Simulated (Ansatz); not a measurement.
# Pressure series in Re

The parent structure is Re in the hcp (Mg type) structure (space group P6_3/mmc, No. 194; a = 2.7508 Å, c = 4.4414 Å).

Cell and atoms are relaxed at each pressure.

All numbers come from Ansatz (a first-principles code), PBEsol, PAW, cutoff 420 eV, no spin-orbit coupling.

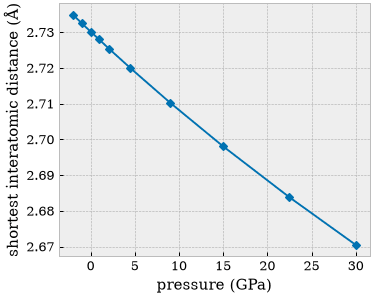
Shortest interatomic distance against pressure

```
pressure (GPa)  shortest interatomic distance
--------------  -----------------------------
-2                                    2.735 Å
-1                                    2.733 Å
0.9                                   2.728 Å
2.1                                   2.725 Å
4.5                                   2.720 Å
9                                     2.710 Å
15                                    2.698 Å
22.5                                  2.684 Å
30                                    2.670 Å
```

Load acts through the strain it causes; cell and atoms are relaxed under it. Whether these cells are dynamically stable was not tested. No other phases were tried under pressure. All final runs are without spin polarisation.
